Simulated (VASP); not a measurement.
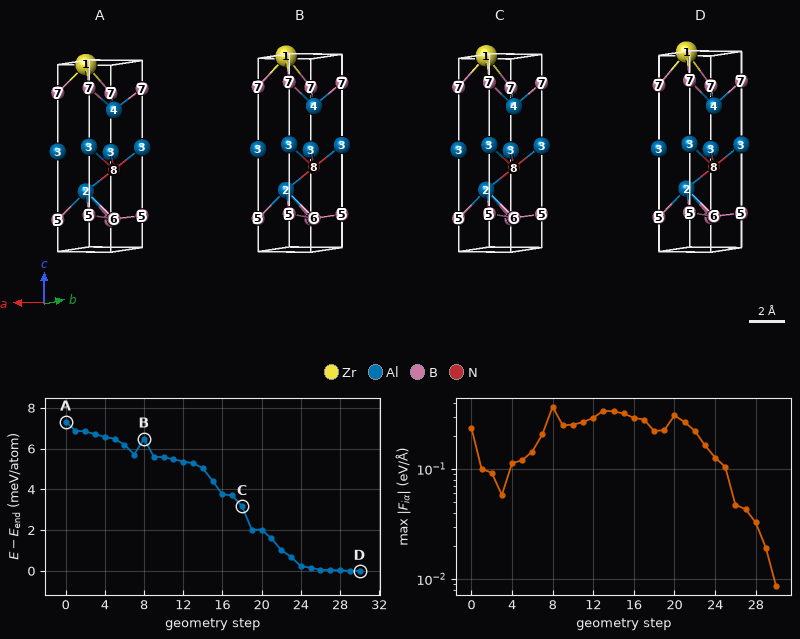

Frames of a relaxation of crystalline ZrAl₃B₃N (a generated structure, set up in P3m1), marked on the history of the run. The picture is a ball-and-stick view of the cell of the calculation, seen from a free direction.

The run lets cell and atoms move.

All numbers below come from Kohn-Sham DFT of a periodic cell, PBE, VASP PAW PBE potentials, recommended (VASP).

The input:
```
SYSTEM = ZrAl3B3N
PREC = Accurate
ENCUT = 520
EDIFF = 1E-6
ISMEAR = 0
SIGMA = 0.1
LREAL = .False.
LASPH = .True.
NELM = 120
ALGO = Normal
ISIF = 3
LWAVE = .False.
LCHARG = .False.
GGA = PE
IBRION = 2
NSW = 90
EDIFFG = -0.01
KPAR = 4
```

Command:
```bash
cat potpaw_PBE.64/Zr_sv/POTCAR potpaw_PBE.64/Al/POTCAR potpaw_PBE.64/B/POTCAR potpaw_PBE.64/N/POTCAR > POTCAR
mpirun -np 4 vasp_std > vasp.out
```

### Describe the path.

The energy falls by 7.3 meV per atom in 30 geometry steps. Largest force component: 0.24 eV/Å at the start, 0.0087 eV/Å at the end. The pressure goes from 0.04 to 0.03 GPa. The atom that moves furthest relative to the cell is Zr1 (0.20 Å along +c). Largest moves by element: Zr 0.20 Å, Al 0.15 Å, B 0.07 Å, N 0.05 Å. The volume changes by +0.2 %, with a = b 3.087 → 3.017 Å (−2.3 %), c 10.878 → 11.414 Å (+4.9 %). Near-neighbour distances that change, for instance: Zr1–B7 2.370 → 2.535 Å, Al4–B7 2.125 → 2.208 Å, Zr1–Zr1 3.087 → 3.017 Å, Zr1–B5 2.623 → 2.567 Å. Among the angles between lasting bonds that change: Zr1–B7–Zr1 81.3° → 73.0°, Zr1–B7–Al4 92.5° → 100.1°, Al4–B7–Al4 93.1° → 86.2°. The space group stays P3m1 (No. 156). From step 0 to 8: Zr1 moves most (0.13 Å), volume +1.9 %, energy −0.8 meV per atom. From step 8 to 18: B6 moves most (0.04 Å), volume −1.8 %, energy −3.3 meV per atom. From step 18 to 30: Al4 moves most (0.09 Å), volume +0.2 %, energy −3.2 meV per atom.
